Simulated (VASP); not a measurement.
Band structure of PbSe (relaxed from the zinc blende structure, space group F-43m). Level of theory: PBE GGA, VASP's PBE PAW potentials (set 64) (plane waves; VASP).

Unless said otherwise, spin-orbit coupling is left out, though it shifts the bands of the heavy elements here.

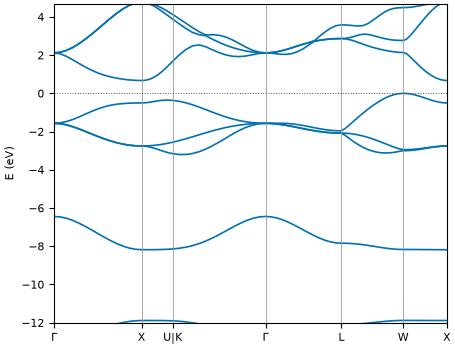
Figure. Bands along high-symmetry lines, zero at the valence-band maximum or, without a gap, the Fermi level

Task: Read the plot: is there a gap, and where are the band edges?

Result: The gap is indirect, 0.67 eV, from the valence maximum at W to the conduction minimum at X. (Edges off the drawn lines would not show.)

The structure was generated: PbSe was put into the zinc blende type (F-43m), which need not be its known phase. It was relaxed first, which changed the volume by +42 %.
